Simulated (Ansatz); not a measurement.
**Run report: SiNH2ClF2, geometry relaxation**

The run: geometry relaxation of SiNH2ClF2, SMILES N[Si](F)(F)Cl. Method and program: RKS B3LYP/def2-SVP (Ansatz 0.2.0).

It belongs to a series of runs on one base structure; here: end point A relaxed. Figures and captions count atoms from 1; the log counts them from 0 in places.

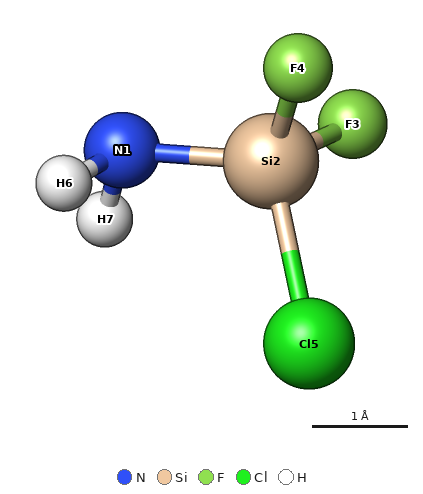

*The structure as given in the input (ball-and-stick view, seen at an oblique angle; atoms are numbered from 1 in the order of the input).*

Bond lengths as drawn: Cl–Si 2.05 Å, F–Si 1.55 to 1.56 Å, H–N 1.04 to 1.07 Å and N–Si 1.64 Å.

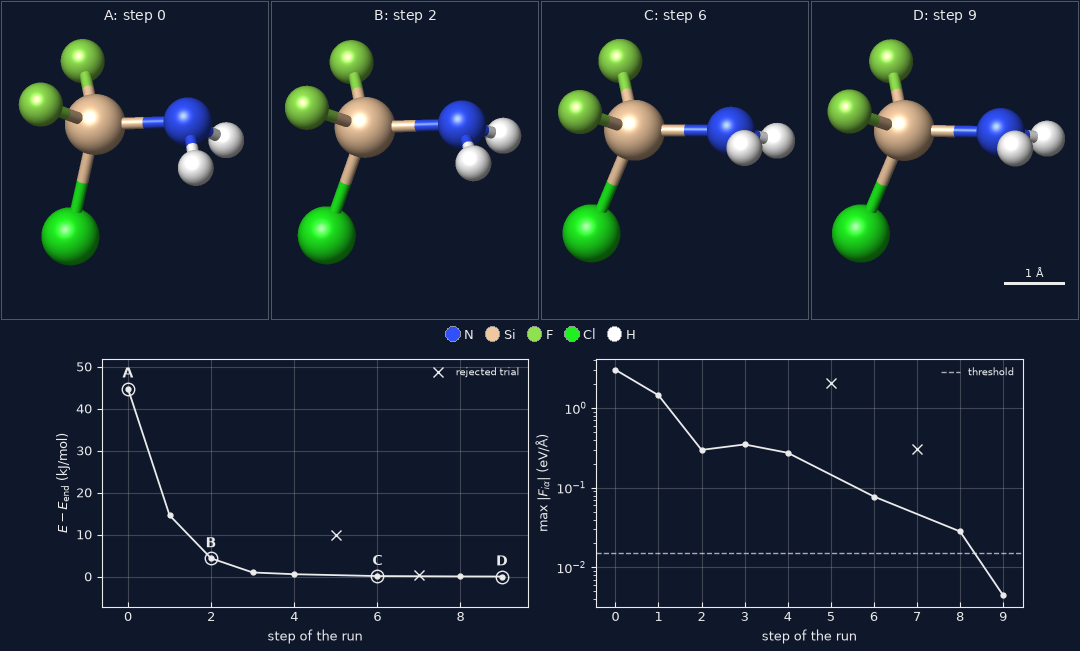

*Frames of the relaxation (ball-and-stick view, seen at a tilt) above the curves, on which the letters mark them (the first geometry is step 0 here and step 1 in the log).*

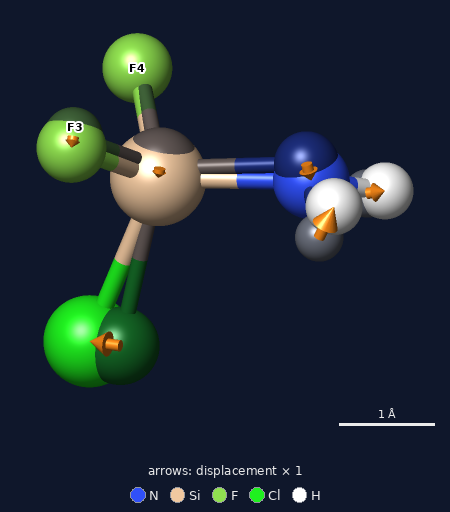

*Start (faint) and end (solid) with the displacements as orange arrows, at true length (ball-and-stick view, seen at a tilt). The two geometries are laid on each other by the best rigid fit.*

The atom that moves furthest after the best rigid fit is H7 (0.40 Å). By element the largest moves are H 0.40 Å, Cl 0.37 Å, N 0.20 Å, F 0.12 Å, Si 0.11 Å. Among the contacts that change: N1–H6 1.075 → 1.014 Å, Si2–F4 1.548 → 1.608 Å, N1–Si2 1.641 → 1.690 Å, Si2–F3 1.563 → 1.608 Å. Among the angles that change: Si2–N1–H6 107.7° → 122.6°, Si2–N1–H7 108.7° → 120.7°, H6–N1–H7 101.7° → 112.7°. Over 9 geometry steps the energy falls by 44.8 kJ/mol. The largest force component goes from 3 to 0.0045 eV/Å. The line search rejected the trial steps at points 5, 7 (counted from 0) and went back. (Atoms are counted from 1 in the order of the input.)

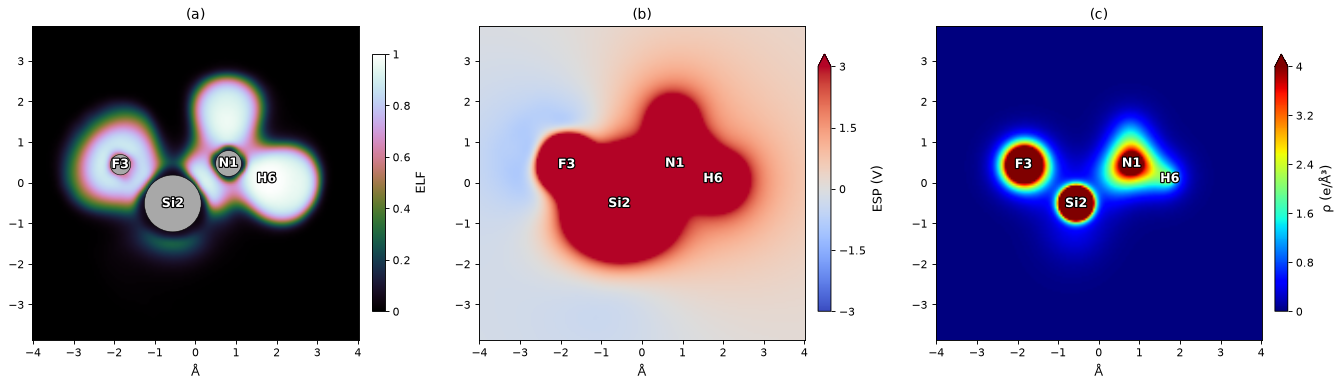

*(a) electron localisation function; (b) electrostatic potential; (c) total electron density on the plane of atoms Si2, N1 and H6. Grey discs, where drawn, cover atomic cores.*

Atoms in the plane: N, Si, F and H. Si–F (1.61 Å): ρ at the midpoint is about 1.1 e/Å³; the ELF peaks at about 0.85 between the atoms.

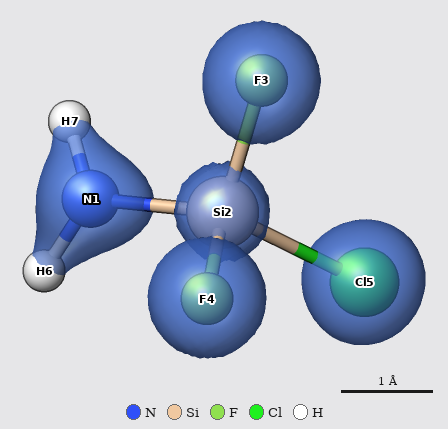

*Isosurface of the total electron density at 1.5 e/Å³ (blue), seen at a tilt.*

At this value the surface falls into five separate pieces. It is pinched off along the Si–F (1.61 Å), Si–N (1.69 Å) and Si–Cl (2.05 Å) contacts. On the grid the lowest density along these lines, outside the cores, is 0.89 e/Å³ (Si–F, 1.61 Å), 0.97 e/Å³ (Si–N, 1.69 Å), 0.64 e/Å³ (Si–Cl, 2.05 Å) and 2.2 e/Å³ (N–H, 1.01 Å).

The input that produced these results follows, with the program's output.

Input
```yaml
crystal:
  periodic: [false, false, false]
  atoms:
    - { symbol: "N", position_ang: [-0.6836, 0.4076, 0.7468] }
    - { symbol: Si, position_ang: [0.3422, -0.4864, -0.171] }
    - { symbol: F, position_ang: [1.5799, -0.7929, 0.7324] }
    - { symbol: F, position_ang: [-0.3339, -1.8108, -0.6014] }
    - { symbol: Cl, position_ang: [0.8941, 0.5836, -1.8297] }
    - { symbol: H, position_ang: [-1.5053, 0.7056, 0.1215] }
    - { symbol: H, position_ang: [-0.2322, 1.3253, 0.9557] }
basis:
  gaussian: { orbitals: def2-SVP }
hamiltonian:
  xc: b3lyp
relax:
  f_tol: 0.015
  max_steps: 40
output:
  orbitals: {}
```

Command:
```bash
ansatz run input.yaml --threads 1 --pin off --max-ram 2048MiB --backend cpu --events-out ev --progress --plain --runs-dir out
```

The program's output
```
The last accepted step is kept in [file] (removed where the run ends without a failure and the disk answers)
Engine: ansatz 0.2.0, aarch64-unknown-linux-gnu
Functional definition: B3LYP
  parameter a0 = 0.2
  parameter ax = 0.72
  parameter ac = 0.81
  exchange = (1 - a0 - ax)*slater_x + ax*b88_x + a0*exact_x
  correlation = (1 - ac)*vwn_rpa_c + ac*lyp_c
882 factors; integrals over basis functions are off by at most 3.3e-4 eV
mean field evaluation 1: about -27343.2367 eV, gradient 6.5e1 eV
mean field evaluation 2: about -27334.5926 eV, gradient 9.2e1 eV
mean field evaluation 4: about -27350.6962 eV, gradient 2.1e0 eV
mean field evaluation 8: about -27350.7131 eV, gradient 1.5e-1 eV
mean field -27350.71314281 eV, -1005.1201690192 hartree, gradient 5.2e-5 eV, S^2 0.000000; 0 other end points of the search recorded, 0 dependent functions left out
the calculation of the forces begins
reference -27350.71335075 eV, -1005.1201766609 hartree; 29, 29 occupied and 59, 59 virtual orbitals, 882 factors
relax step   1: F+E_penalty+E_count = -27350.71314281 eV  Δ(F+E_penalty+E_count) = +0.000e0 eV  max|allowed force component| = 3.032e0 eV/Å  Δτ_max = 0.0000 Å  (25 SCF iters, accepted)
these checks for a lower state are left out or cut short: starts, cluster_reference, orbital_swaps, neighbouring_geometries, increment
882 factors; integrals over basis functions are off by at most 3.3e-4 eV
mean field evaluation 16: about -27350.8923 eV, gradient 7.5e0 eV
mean field -27351.02592803 eV, -1005.1316636639 hartree, gradient 2.6e-5 eV, S^2 0.000000; 0 other end points of the search recorded, 0 dependent functions left out
the calculation of the forces begins
reference -27351.02613500 eV, -1005.1316712697 hartree; 29, 29 occupied and 59, 59 virtual orbitals, 882 factors
relax step   2: F+E_penalty+E_count = -27351.02592803 eV  Δ(F+E_penalty+E_count) = -3.128e-1 eV  max|allowed force component| = 1.451e0 eV/Å  Δτ_max = 0.1792 Å  (28 SCF iters, accepted)
these checks for a lower state are left out or cut short: starts, cluster_reference, orbital_swaps, neighbouring_geometries, increment
882 factors; integrals over basis functions are off by at most 3.3e-4 eV
mean field -27351.13236617 eV, -1005.1355751932 hartree, gradient 8.7e-5 eV, S^2 0.000000; 0 other end points of the search recorded, 0 dependent functions left out
the calculation of the forces begins
reference -27351.13257186 eV, -1005.1355827522 hartree; 29, 29 occupied and 59, 59 virtual orbitals, 882 factors
relax step   3: F+E_penalty+E_count = -27351.13236617 eV  Δ(F+E_penalty+E_count) = -1.064e-1 eV  max|allowed force component| = 2.990e-1 eV/Å  Δτ_max = 0.0633 Å  (24 SCF iters, accepted)
these checks for a lower state are left out or cut short: starts, cluster_reference, orbital_swaps, neighbouring_geometries, increment
882 factors; integrals over basis functions are off by at most 3.3e-4 eV
mean field evaluation 32: about -27351.1672 eV, gradient 1.9e-3 eV
mean field -27351.16724236 eV, -1005.1368568698 hartree, gradient 1.7e-5 eV, S^2 0.000000; 0 other end points of the search recorded, 0 dependent functions left out
the calculation of the forces begins
reference -27351.16744565 eV, -1005.1368643403 hartree; 29, 29 occupied and 59, 59 virtual orbitals, 882 factors
relax step   4: F+E_penalty+E_count = -27351.16724236 eV  Δ(F+E_penalty+E_count) = -3.488e-2 eV  max|allowed force component| = 3.501e-1 eV/Å  Δτ_max = 0.1710 Å  (28 SCF iters, accepted)
these checks for a lower state are left out or cut short: starts, cluster_reference, orbital_swaps, neighbouring_geometries, increment
882 factors; integrals over basis functions are off by at most 3.3e-4 eV
mean field -27351.17156013 eV, -1005.1370155449 hartree, gradient 7.2e-5 eV, S^2 0.000000; 0 other end points of the search recorded, 0 dependent functions left out
the calculation of the forces begins
reference -27351.17176275 eV, -1005.1370229909 hartree; 29, 29 occupied and 59, 59 virtual orbitals, 882 factors
relax step   5: F+E_penalty+E_count = -27351.17156013 eV  Δ(F+E_penalty+E_count) = -4.318e-3 eV  max|allowed force component| = 2.750e-1 eV/Å  Δτ_max = 0.0506 Å  (24 SCF iters, accepted)
these checks for a lower state are left out or cut short: starts, cluster_reference, orbital_swaps, neighbouring_geometries, increment
882 factors; integrals over basis functions are off by at most 3.2e-4 eV
mean field -27351.07409460 eV, -1005.1334337528 hartree, gradient 1.0e-5 eV, S^2 0.000000; 0 other end points of the search recorded, 0 dependent functions left out
the calculation of the forces begins
reference -27351.07430053 eV, -1005.1334413204 hartree; 29, 29 occupied and 59, 59 virtual orbitals, 882 factors
relax step   6: F+E_penalty+E_count = -27351.07409460 eV  Δ(F+E_penalty+E_count) = +9.747e-2 eV  max|allowed force component| = 2.079e0 eV/Å  Δτ_max = 0.1906 Å  (28 SCF iters, rejected (line search))
these checks for a lower state are left out or cut short: starts, cluster_reference, orbital_swaps, neighbouring_geometries, increment
882 factors; integrals over basis functions are off by at most 3.3e-4 eV
mean field -27351.17613743 eV, -1005.1371837576 hartree, gradient 1.4e-5 eV, S^2 0.000000; 0 other end points of the search recorded, 0 dependent functions left out
the calculation of the forces begins
reference -27351.17633975 eV, -1005.1371911927 hartree; 29, 29 occupied and 59, 59 virtual orbitals, 882 factors
relax step   7: F+E_penalty+E_count = -27351.17613743 eV  Δ(F+E_penalty+E_count) = -4.577e-3 eV  max|allowed force component| = 7.772e-2 eV/Å  Δτ_max = 0.0951 Å  (28 SCF iters, accepted)
these checks for a lower state are left out or cut short: starts, cluster_reference, orbital_swaps, neighbouring_geometries, increment
882 factors; integrals over basis functions are off by at most 3.3e-4 eV
mean field -27351.17387127 eV, -1005.1371004777 hartree, gradient 7.2e-5 eV, S^2 0.000000; 0 other end points of the search recorded, 0 dependent functions left out
the calculation of the forces begins
reference -27351.17407394 eV, -1005.1371079255 hartree; 29, 29 occupied and 59, 59 virtual orbitals, 882 factors
relax step   8: F+E_penalty+E_count = -27351.17387127 eV  Δ(F+E_penalty+E_count) = +2.266e-3 eV  max|allowed force component| = 3.102e-1 eV/Å  Δτ_max = 0.0356 Å  (25 SCF iters, rejected (line search))
these checks for a lower state are left out or cut short: starts, cluster_reference, orbital_swaps, neighbouring_geometries, increment
882 factors; integrals over basis functions are off by at most 3.3e-4 eV
mean field -27351.17701727 eV, -1005.1372160910 hartree, gradient 6.8e-5 eV, S^2 0.000000; 0 other end points of the search recorded, 0 dependent functions left out
the calculation of the forces begins
reference -27351.17721956 eV, -1005.1372235251 hartree; 29, 29 occupied and 59, 59 virtual orbitals, 882 factors
relax step   9: F+E_penalty+E_count = -27351.17701727 eV  Δ(F+E_penalty+E_count) = -8.798e-4 eV  max|allowed force component| = 2.832e-2 eV/Å  Δτ_max = 0.0178 Å  (25 SCF iters, accepted)
these checks for a lower state are left out or cut short: starts, cluster_reference, orbital_swaps, neighbouring_geometries, increment
882 factors; integrals over basis functions are off by at most 3.3e-4 eV
mean field evaluation 64: about -27351.1652 eV, gradient 9.3e-1 eV
mean field -27351.17723127 eV, -1005.1372239554 hartree, gradient 6.9e-5 eV, S^2 0.000000; 0 other end points of the search recorded, 0 dependent functions left out
the calculation of the forces begins
reference -27351.17743358 eV, -1005.1372313900 hartree; 29, 29 occupied and 59, 59 virtual orbitals, 882 factors
relax step  10: F+E_penalty+E_count = -27351.17723127 eV  Δ(F+E_penalty+E_count) = -2.140e-4 eV  max|allowed force component| = 4.471e-3 eV/Å  Δτ_max = 0.0179 Å  (24 SCF iters, accepted)
882 factors; integrals over basis functions are off by at most 3.3e-4 eV
mean field -27351.17723127 eV, -1005.1372239554 hartree, gradient 6.9e-5 eV, S^2 0.000000; 1 other end points of the search recorded, 0 dependent functions left out
the calculation of the forces begins
reference -27351.17743358 eV, -1005.1372313900 hartree; 29, 29 occupied and 59, 59 virtual orbitals, 882 factors
Total energy: -27351.17743358 eV, -1005.1372313900 hartree
Atom 0 at    -0.709306     0.549544     0.609002 Å, force    -0.002071     0.000780     0.000830 eV/Å
Atom 1 at     0.370358    -0.423710    -0.253627 Å, force     0.002562     0.003218    -0.000298 eV/Å
Atom 2 at     1.643109    -0.699358     0.689358 Å, force     0.001247     0.001973     0.000686 eV/Å
Atom 3 at    -0.318220    -1.827593    -0.628309 Å, force    -0.004471    -0.002368    -0.002150 eV/Å
Atom 4 at     1.074214     0.335996    -2.027804 Å, force     0.001490    -0.001211     0.000602 eV/Å
Atom 5 at    -1.625663     0.798615     0.252913 Å, force    -0.000170    -0.002322     0.000868 eV/Å
Atom 6 at    -0.373292     1.198505     1.312766 Å, force     0.001414    -0.000071    -0.000539 eV/Å
Dipole moment:    -0.355832     0.474751     0.197611 e Å
```

Trajectory as extended XYZ (Å, eV, eV/Å), 10 frames, from step=1 to step=10
```
7
Properties=species:S:1:pos:R:3:forces:R:3 step=1 energy=-27350.71314
N    -0.6836    0.4076    0.7468   -2.7768   3.0320  -0.0871
Si    0.3422   -0.4864   -0.1710    0.9142   1.1221  -0.9622
F     1.5799   -0.7929    0.7324    1.7420  -0.5061   0.7192
F    -0.3339   -1.8108   -0.6014   -0.9293  -2.1222  -0.8607
Cl    0.8941    0.5836   -1.8297    0.3554  -0.1561  -0.4041
H    -1.5053    0.7056    0.1215    1.0911  -0.6109   1.3466
H    -0.2322    1.3253    0.9557   -0.3967  -0.7588   0.2483
7
Properties=species:S:1:pos:R:3:forces:R:3 step=2 energy=-27351.02593
N    -0.7216    0.4393    0.7611   -1.0281   1.4505  -0.3757
Si    0.3386   -0.4566   -0.1850    0.6967   0.7669  -0.7664
F     1.6161   -0.7759    0.6926    0.8275  -0.2455   0.4677
F    -0.3295   -1.8037   -0.6445   -0.6115  -1.1337  -0.3492
Cl    1.0107    0.4764   -1.9134   -0.0729  -0.1186   0.2077
H    -1.5585    0.7149    0.2076    0.3594  -0.3185   0.6008
H    -0.2948    1.3375    1.0358   -0.1711  -0.4011   0.2152
7
Properties=species:S:1:pos:R:3:forces:R:3 step=3 energy=-27351.13237
N    -0.7336    0.4765    0.7328    0.2570   0.2570  -0.2990
Si    0.3555   -0.4509   -0.2039    0.1251   0.2595  -0.1490
F     1.6501   -0.7812    0.6842    0.0292  -0.0335   0.0654
F    -0.3367   -1.8218   -0.6577   -0.1161  -0.1253   0.0319
Cl    1.0473    0.4410   -1.9368   -0.0584  -0.0744   0.1499
H    -1.5943    0.7222    0.2463   -0.1545  -0.0799   0.0870
H    -0.3272    1.3462    1.0895   -0.0823  -0.2034   0.1140
7
Properties=species:S:1:pos:R:3:forces:R:3 step=4 energy=-27351.16724
N    -0.6955    0.5595    0.5941   -0.2701   0.0695   0.2187
Si    0.3774   -0.4323   -0.2397    0.0375  -0.0043  -0.3501
F     1.6511   -0.7589    0.6806    0.0332   0.0519   0.0819
F    -0.3382   -1.8191   -0.6263   -0.0121   0.0248  -0.0353
Cl    1.0915    0.3803   -1.9932    0.0232  -0.1229   0.0407
H    -1.6526    0.7321    0.3028    0.0617  -0.1127  -0.0772
H    -0.3725    1.2705    1.2359    0.1267   0.0937   0.1212
7
Properties=species:S:1:pos:R:3:forces:R:3 step=5 energy=-27351.17156
N    -0.7001    0.5644    0.5908   -0.1428  -0.1242   0.0358
Si    0.3727   -0.4287   -0.2464    0.0266   0.0538  -0.2750
F     1.6429   -0.7312    0.6874    0.0498   0.0286   0.0683
F    -0.3288   -1.8239   -0.6256   -0.0254  -0.0047  -0.0340
Cl    1.0881    0.3627   -2.0091   -0.0008  -0.1056   0.0600
H    -1.6483    0.7564    0.2890    0.0044  -0.0350  -0.0514
H    -0.3653    1.2322    1.2682    0.0883   0.1871   0.1964
7
Properties=species:S:1:pos:R:3:forces:R:3 step=6 energy=-27351.07409 accepted=F
N    -0.7033    0.6050    0.5409    0.5838   1.1892   1.9397
Si    0.3682   -0.4071   -0.2808    0.0780  -0.0456  -0.0746
F     1.6252   -0.6491    0.6980   -0.0600   0.0077  -0.0642
F    -0.3061   -1.8290   -0.6267    0.0159   0.0444   0.0291
Cl    1.1087    0.2737   -2.0792   -0.0832  -0.0051   0.1545
H    -1.6662    0.8116    0.2752    0.3335  -0.0202   0.0946
H    -0.3653    1.1268    1.4269   -0.8679  -1.1703  -2.0791
7
Properties=species:S:1:pos:R:3:forces:R:3 step=7 energy=-27351.17614
N    -0.7206    0.5329    0.6207   -0.0432   0.0756  -0.0346
Si    0.3647   -0.4255   -0.2530    0.0366  -0.0777  -0.0020
F     1.6409   -0.6878    0.6897   -0.0061  -0.0063   0.0018
F    -0.3074   -1.8385   -0.6271    0.0075   0.0369   0.0058
Cl    1.0644    0.3374   -2.0276   -0.0194   0.0120   0.0020
H    -1.6134    0.8284    0.2376    0.0300  -0.0326   0.0186
H    -0.3674    1.1852    1.3140   -0.0055  -0.0078   0.0086
7
Properties=species:S:1:pos:R:3:forces:R:3 step=8 energy=-27351.17387 accepted=F
N    -0.7069    0.5529    0.6050    0.2057  -0.1258   0.0017
Si    0.3814   -0.4281   -0.2484   -0.2742   0.3102  -0.0517
F     1.6449   -0.7072    0.6994    0.1061  -0.0113   0.0256
F    -0.3189   -1.8196   -0.6294   -0.0293  -0.1722  -0.0157
Cl    1.0595    0.3398   -2.0323    0.0572  -0.0336   0.0644
H    -1.6223    0.7951    0.2465   -0.0563   0.0180  -0.0319
H    -0.3766    1.1992    1.3134   -0.0091   0.0146   0.0076
7
Properties=species:S:1:pos:R:3:forces:R:3 step=9 energy=-27351.17702
N    -0.7140    0.5425    0.6135   -0.0191   0.0283  -0.0143
Si    0.3681   -0.4249   -0.2534    0.0114  -0.0157  -0.0003
F     1.6426   -0.6940    0.6892    0.0015  -0.0028   0.0043
F    -0.3133   -1.8329   -0.6265    0.0001   0.0068  -0.0043
Cl    1.0690    0.3370   -2.0280   -0.0081   0.0000   0.0022
H    -1.6198    0.8134    0.2447    0.0140  -0.0153   0.0077
H    -0.3714    1.1909    1.3148    0.0003  -0.0012   0.0047
7
Properties=species:S:1:pos:R:3:forces:R:3 step=10 energy=-27351.17723
N    -0.7093    0.5495    0.6090   -0.0021   0.0008   0.0008
Si    0.3704   -0.4237   -0.2536    0.0026   0.0032  -0.0003
F     1.6431   -0.6994    0.6894    0.0012   0.0020   0.0007
F    -0.3182   -1.8276   -0.6283   -0.0045  -0.0024  -0.0022
Cl    1.0742    0.3360   -2.0278    0.0015  -0.0012   0.0006
H    -1.6257    0.7986    0.2529   -0.0002  -0.0023   0.0009
H    -0.3733    1.1985    1.3128    0.0014  -0.0001  -0.0005
```

Key numbers

```tsv
quantity	value
outcome	converged
total energy	−27351.1774 eV
mean-field energy	−27351.1774 eV
largest force (length of the vector) at the end	0.005 eV/Å
hardware	1 thread of Arm Neoverse N1, 24 GiB of memory available, shared host
wall time	68 s
peak memory	0.18 GiB
```
